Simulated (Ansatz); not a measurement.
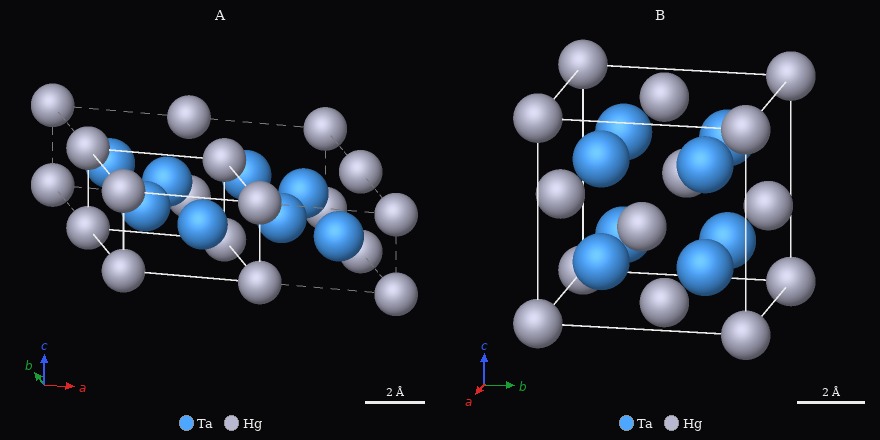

Two structures of Ta2Hg, each relaxed to rest (conventional cells in solid outline, small ones repeated, not to one scale). Method: DFT PBE, scalar-relativistic, plane waves, PAW in Ansatz, without spin polarisation.

Question: What are A and B?

Answer: A: AlB₂ type, P6/mmm. B: antifluorite, Fm-3m.

Question: Compare their energies: which is lower?

Answer: A is lower, by 572 meV/atom at this level of theory (energies at zero smearing). Volumes: A 19.3, B 21.9 Å³/atom.

One or both may be structure types tried for this composition rather than known phases.
